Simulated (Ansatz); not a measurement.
Take GaP in the zinc blende structure (space group F-43m, No. 216; a = 5.451 Å) as the base.

The change: In replaces 25.0 % of the Ga, ordered in a cell of 8 atoms (starting symmetry Cm) and fully relaxed.

Method: r2SCAN (Ansatz, a quantum-chemistry and plane-wave program; PAW; 500 eV plane waves; scalar-relativistic without spin-orbit coupling).

The zone is the changed cell's own and can be folded.

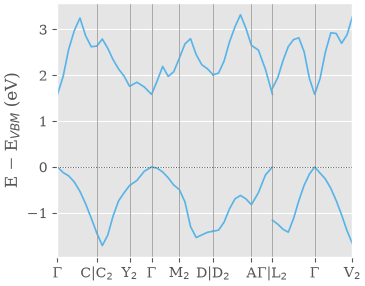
*Highest valence and lowest conduction band along the path of the changed cell's own zone*

The gap is 1.58 eV, direct at Γ; the base has 1.85 eV.

Each cell is one ordered arrangement of few atoms, which overstates ordering effects compared with a random alloy. No phonon test of stability was made. k-point labels follow each cell's own Brillouin zone.
